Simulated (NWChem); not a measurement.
# One shape, several levels: doublet C4H4Si+

Aim: a comparison of 5 runs (UB3LYP/6-31G*, UM06-2X/cc-pVDZ, UB3LYP/cc-pVDZ, UPBE0/cc-pVDZ) of doublet C4H4Si+. 

The results are computed with NWChem 7.3.0.

29 further runs of the same task are left out: 4 that didn't finish, 25 set aside as unsound or not needed.

### 1 The molecule

C4H4Si+: 9 atoms, total charge +1, spin state doublet. SMILES of the parent species: `C#C[SiH2]C#C`. The coordinates come from a PBE0-D4/def2-TZVP relaxation. That shape belongs to the parent species and isn't relaxed for this state.

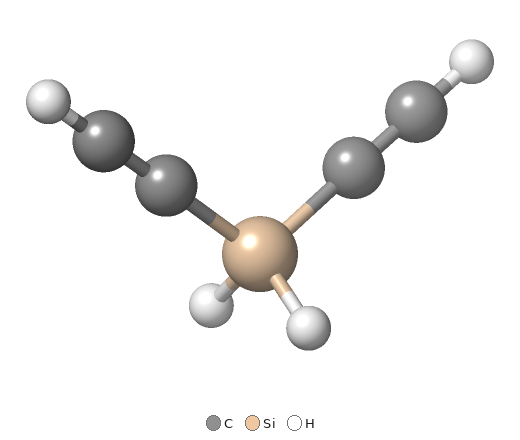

The structure, seen from a chosen angle (carbon grey, silicon light orange, hydrogen white).

### 2 A single-point energy at UB3LYP/6-31G(d) (Cartesian functions) (run 1)

The input, mol.nw:

```
start mol
title "C4H4Si"
memory total 2200 mb
charge 1

geometry units angstrom noautosym nocenter noautoz
  C      1.986100    -0.068000     1.693000
  C      1.245000    -0.318200     0.775800
  Si     0.139500    -0.713800    -0.616400
  C     -1.252900     0.459600    -0.648400
  C     -2.180600     1.228700    -0.681700
  H      2.639600     0.155600     2.505100
  H      0.896100    -0.611400    -1.885800
  H     -0.384600    -2.089300    -0.450100
  H     -2.999800     1.910300    -0.708600
end

basis "ao basis"
  C library 6-31G*
  Si library 6-31G*
  H library 6-31G*
end

dft
  xc b3lyp
  mult 2
  grid xfine
  convergence energy 1e-08
  iterations 100
  mulliken
  print low
end

task dft
```

The run is started by

```
$ nwchem mol.nw > mol.out
```

Output:

```text
[...]
 d= 0,ls=0.0,diis     1   -443.7253201478 -6.07D+02  8.87D-03  3.07D-01     4.5
[...]
 d= 0,ls=0.0,diis    14   -443.8335466392 -5.56D-09  5.95D-07  2.61D-09    60.1
[...]
         Total DFT energy =     -443.833546639237
      One electron energy =     -922.282718847235
           Coulomb energy =      359.121574955124
    Exchange-Corr. energy =      -43.669983249662
 Nuclear repulsion energy =      162.997580502537
[...]
      Total Density - Mulliken Population Analysis
     ---------------------------------------------
    Atom       Charge   Shell Charges
 -----------   ------   -------------------------------------------------------
    1 C    6     5.97   1.99  0.75  1.93  0.58  0.71  0.00
    2 C    6     6.07   1.99  0.73  1.97  0.80  0.59 -0.01
    3 Si  14    13.62   2.00  1.99  5.96  1.09  2.03  0.15  0.23  0.17
    4 C    6     6.07   1.99  0.73  1.97  0.80  0.59 -0.01
    5 C    6     5.97   1.99  0.75  1.93  0.58  0.71  0.00
    6 H    1     0.70   0.50  0.21
    7 H    1     0.95   0.49  0.46
    8 H    1     0.95   0.49  0.46
    9 H    1     0.70   0.50  0.21
[...]
      <S2> =      0.7540 (Exact =     0.7500)
[...]
```

Run time: 61 s. Hardware: 1 thread of Intel Xeon 6975P-C (Granite Rapids), shared host; peak memory 0.15 GiB.

### 3 A single-point energy at UM06-2X/cc-pVDZ (run 2)

The input, run.py:

```python
from ase import Atoms
from ase.calculators.nwchem import NWChem

atoms = Atoms('CCSiCCHHHH', positions=[
    [1.986100, -0.068000, 1.693000],
    [1.245000, -0.318200, 0.775800],
    [0.139500, -0.713800, -0.616400],
    [-1.252900, 0.459600, -0.648400],
    [-2.180600, 1.228700, -0.681700],
    [2.639600, 0.155600, 2.505100],
    [0.896100, -0.611400, -1.885800],
    [-0.384600, -2.089300, -0.450100],
    [-2.999800, 1.910300, -0.708600],
])

calc = NWChem(
    label='c4h4si',
    theory='dft',
    memory='2200 mb',
    basis='cc-pVDZ',
    basispar='spherical bse',
    charge=1,
    dft={'xc': 'm06-2x', 'mult': '2', 'grid': 'fine', 'convergence': 'energy 1e-08', 'iterations': '100', 'mulliken': None, 'print': 'low'},
    task='energy',
)
atoms.calc = calc

print(f"energy = {atoms.get_potential_energy():.6f} eV")
```

The run is started by

```
$ export ASE_NWCHEM_COMMAND="nwchem PREFIX.nwi > PREFIX.nwo"
$ python run.py
```

Output:

```text
energy = -12074.429260 eV
```

The calculator wrote c4h4si.nwi:

```
title "c4h4si"

permanent_dir c4h4si

scratch_dir c4h4si

start c4h4si

geometry units angstrom nocenter noautosym noautoz
  C  1.9861000000000000e+00 -6.8000000000000005e-02 1.6930000000000001e+00
  C  1.2450000000000001e+00 -3.1819999999999998e-01 7.7580000000000005e-01
  Si 1.3950000000000001e-01 -7.1379999999999999e-01 -6.1639999999999995e-01
  C  -1.2528999999999999e+00 4.5960000000000001e-01 -6.4839999999999998e-01
  C  -2.1806000000000001e+00 1.2286999999999999e+00 -6.8169999999999997e-01
  H  2.6396000000000002e+00 1.5559999999999999e-01 2.5051000000000001e+00
  H  8.9610000000000001e-01 -6.1140000000000005e-01 -1.8857999999999999e+00
  H  -3.8460000000000000e-01 -2.0893000000000002e+00 -4.5010000000000000e-01
  H  -2.9998000000000000e+00 1.9103000000000001e+00 -7.0860000000000001e-01
end

charge 1

memory 2200 mb

basis spherical bse noprint
   * library cc-pVDZ
end

dft
  xc m06-2x
  mult 2
  grid fine
  convergence energy 1e-08
  iterations 100
  mulliken
  print low
end

task dft energy
```

c4h4si.nwo:

```text
Northwest Computational Chemistry Package (NWChem) 7.3.0
             --------------------------------------------------------

           Job information
           ---------------

    nwchem branch   = 7.3.0
    use scalapack   = T
    input           = c4h4si.nwi
    prefix          = c4h4si.
    data base       = c4h4si/c4h4si.db
    status          = startup
    nproc           =        1

           Memory information
           ------------------

[... 5 lines left out ...]
    hardfail = no
[... 38 lines left out ...]
            Nuclear Dipole moment (a.u.)
[... 99 lines left out ...]
         Total DFT energy =     -443.727094590567
[... 1 line left out ...]
           Coulomb energy =      358.940014898655
[... 1 line left out ...]
 Nuclear repulsion energy =      162.997580502536
[... 45 lines left out ...]
    Atom       Charge   Shell Charges
 -----------   ------   -------------------------------------------------------
    1 C    6     0.26  -0.00  0.00  0.00  0.16  0.09  0.00
    2 C    6     0.14  -0.00  0.00  0.00  0.09  0.04  0.01
    3 Si  14     0.02  -0.00  0.00 -0.01 -0.01  0.00  0.00 -0.02  0.05
[... 5 lines of this table left out ...]
    9 H    1    -0.00  -0.00 -0.00  0.01

     --------------------------
     Expectation value of S2:
     --------------------------
      <S2> =      0.7605 (Exact =     0.7500)

 Task  times  cpu:       52.1s     wall:       52.1s
 Total times  cpu:       52.1s     wall:       52.1s
```

Run time: 53 s. Hardware: 1 thread of Intel Xeon 6975P-C (Granite Rapids), shared host; peak memory 0.12 GiB.

### 4 A single-point energy at UB3LYP/6-31G(d) (spherical functions) (run 3)

The input, run.py:

```python
from ase import Atoms
from ase.calculators.nwchem import NWChem

molecule = Atoms(['C', 'C', 'Si', 'C', 'C', 'H', 'H', 'H', 'H'], positions=[
    [1.986100, -0.068000, 1.693000],
    [1.245000, -0.318200, 0.775800],
    [0.139500, -0.713800, -0.616400],
    [-1.252900, 0.459600, -0.648400],
    [-2.180600, 1.228700, -0.681700],
    [2.639600, 0.155600, 2.505100],
    [0.896100, -0.611400, -1.885800],
    [-0.384600, -2.089300, -0.450100],
    [-2.999800, 1.910300, -0.708600],
])

calc = NWChem(
    label='input',
    theory='dft',
    memory='2200 mb',
    basis='6-31G*',
    basispar='spherical bse',
    charge=1,
    dft={'xc': 'b3lyp', 'mult': '2', 'grid': 'xfine', 'convergence': 'energy 1e-08', 'iterations': '100', 'mulliken': None},
    task='energy',
)
molecule.calc = calc

print(f"energy = {molecule.get_potential_energy():.6f} eV")
```

The run is started by

```
$ export ASE_NWCHEM_COMMAND="nwchem PREFIX.nwi > PREFIX.nwo"
$ python run.py
```

Output:

```text
energy = -12077.182343 eV
```

The calculator wrote input.nwi:

```
title "input"

permanent_dir input

scratch_dir input

start input

geometry units angstrom nocenter noautosym noautoz
  C  1.9861000000000000e+00 -6.8000000000000005e-02 1.6930000000000001e+00
  C  1.2450000000000001e+00 -3.1819999999999998e-01 7.7580000000000005e-01
  Si 1.3950000000000001e-01 -7.1379999999999999e-01 -6.1639999999999995e-01
  C  -1.2528999999999999e+00 4.5960000000000001e-01 -6.4839999999999998e-01
  C  -2.1806000000000001e+00 1.2286999999999999e+00 -6.8169999999999997e-01
  H  2.6396000000000002e+00 1.5559999999999999e-01 2.5051000000000001e+00
  H  8.9610000000000001e-01 -6.1140000000000005e-01 -1.8857999999999999e+00
  H  -3.8460000000000000e-01 -2.0893000000000002e+00 -4.5010000000000000e-01
  H  -2.9998000000000000e+00 1.9103000000000001e+00 -7.0860000000000001e-01
end

charge 1

memory 2200 mb

basis spherical bse noprint
   * library 6-31G*
end

dft
  xc b3lyp
  mult 2
  grid xfine
  convergence energy 1e-08
  iterations 100
  mulliken
end

task dft energy
```

input.nwo:

```text
Northwest Computational Chemistry Package (NWChem) 7.3.0
             --------------------------------------------------------

           Job information
           ---------------

    nwchem branch   = 7.3.0
    use scalapack   = T
    input           = input.nwi
    prefix          = input.
    data base       = input/input.db
    status          = startup
    nproc           =        1

           Memory information
           ------------------

[... 5 lines left out ...]
    hardfail = no
[... 38 lines left out ...]
            Nuclear Dipole moment (a.u.)
[... 82 lines left out ...]
          Convergence on density requested:  1.00D-05
[... 27 lines left out ...]
          Convergence aids based upon iterative change in
[... 31 lines left out ...]
 2-e energy   =     305.762708
[... 61 lines left out ...]
           Coulomb energy =      359.242752624748
[... 591 lines left out ...]
                     DFT Final Beta Molecular Orbital Analysis
[... 683 lines left out ...]
     Multipole analysis of the density
     ---------------------------------

     L   x y z        total         alpha         beta         nuclear
     -   - - -        -----         -----         ----         -------
     0   0 0 0      1.000000    -21.000000    -20.000000     42.000000

     1   1 0 0     -0.025873     -0.854491     -0.853050      1.681667
[... 8 lines of this table left out ...]
     2   0 0 2    -17.340664    -86.449838    -80.787213    149.896387

 Task  times  cpu:       55.9s     wall:       55.9s
 Total times  cpu:       55.9s     wall:       55.9s
```

Run time: 57 s. Hardware: 1 thread of Intel Xeon 6975P-C (Granite Rapids), shared host; peak memory 0.15 GiB.

Run 4 isn't shown in full; the table further down has it.

### 5 The energy at UPBE0/cc-pVDZ (run 5)

The input, geom.nw:

```
START geom
TITLE "C4H4Si"
memory stack 880 mb heap 220 mb global 1100 mb
charge 1
GEOMETRY units angstrom noautosym nocenter noautoz
 C     1.986100   -0.068000    1.693000
 C     1.245000   -0.318200    0.775800
 Si    0.139500   -0.713800   -0.616400
 C    -1.252900    0.459600   -0.648400
 C    -2.180600    1.228700   -0.681700
 H     2.639600    0.155600    2.505100
 H     0.896100   -0.611400   -1.885800
 H    -0.384600   -2.089300   -0.450100
 H    -2.999800    1.910300   -0.708600
END
BASIS "ao basis" spherical bse
 * library cc-pVDZ
END
DFT
 xc pbe0
 mult 2
 grid fine
 convergence energy 1e-08
 iterations 100
 mulliken
END
TASK dft energy
```

The run is started by

```
$ nwchem geom.nw > geom.out
```

Output:

```text
[...]
          Wavefunction type:  spin polarized.
          No. of atoms     :     9
          No. of electrons :    41
[...]
          Charge           :     1
          Spin multiplicity:     2
[...]
          AO basis - number of functions:    94
[...]
              XC Information
              --------------
                         PBE0 Method XC Functional
                     Hartree-Fock (Exact) Exchange  0.250
          PerdewBurkeErnzerhof Exchange Functional  0.750
            Perdew 1991 LDA Correlation Functional  1.000 local
           PerdewBurkeErnz. Correlation Functional  1.000 non-local
[...]
 d= 0,ls=0.0,diis     1   -443.4070289497 -6.06D+02  6.88D-03  2.18D-01     4.4
[...]
 d= 0,ls=0.0,diis    14   -443.5052263050 -8.51D-09  3.21D-07  2.93D-10    50.3
[...]
         Total DFT energy =     -443.505226305030
      One electron energy =     -922.166476031733
           Coulomb energy =      359.006046714140
    Exchange-Corr. energy =      -43.342377489974
 Nuclear repulsion energy =      162.997580502537
[...]
      Total Density - Mulliken Population Analysis
     ---------------------------------------------
    Atom       Charge   Shell Charges
 -----------   ------   -------------------------------------------------------
    1 C    6     5.93   2.01  0.70  0.72  1.93  0.53  0.03
    2 C    6     5.97   2.01  0.70  0.63  1.98  0.62  0.03
    3 Si  14    13.57   2.00  2.03  0.81  0.26  6.01  1.61  0.54  0.30
    4 C    6     5.97   2.01  0.70  0.63  1.98  0.62  0.03
    5 C    6     5.93   2.01  0.70  0.72  1.93  0.53  0.03
    6 H    1     0.90   0.71  0.16  0.04
    7 H    1     0.92   0.68  0.22  0.01
    8 H    1     0.92   0.68  0.22  0.01
    9 H    1     0.90   0.71  0.16  0.04
[...]
      <S2> =      0.7563 (Exact =     0.7500)
[...]
```

Wall time 51 s (1 thread of Intel Xeon 6975P-C (Granite Rapids), shared host); peak memory 0.12 GiB.

### 6 Overview of the runs

```csv
run,level,Cartesian functions,integration grid,energy (Eh),⟨S²⟩,wall time
1,UB3LYP/6-31G* (Cartesian functions),yes,xfine,-443.833547,0.754,61 s
2,UM06-2X/cc-pVDZ,no,fine,-443.727095,0.760,53 s
3,UB3LYP/6-31G* (spherical functions),no,xfine,-443.828269,0.754,57 s
4,UB3LYP/cc-pVDZ,no,fine,-443.850673,0.755,45 s
5,UPBE0/cc-pVDZ,no,fine,-443.505226,0.756,51 s
```

### 7 Outcome

```
                                 quantity          value
                      run 5: total energy  -443.50523 Eh
run 5: HOMO energy (highest over α and β)      -13.30 eV
 run 5: LUMO energy (lowest over α and β)      -12.01 eV
                              run 5: ⟨S²⟩          0.756
```

In words: Totals of different functionals can't be ranked against each other. All runs together took 4.5 min, the longest 61 s.
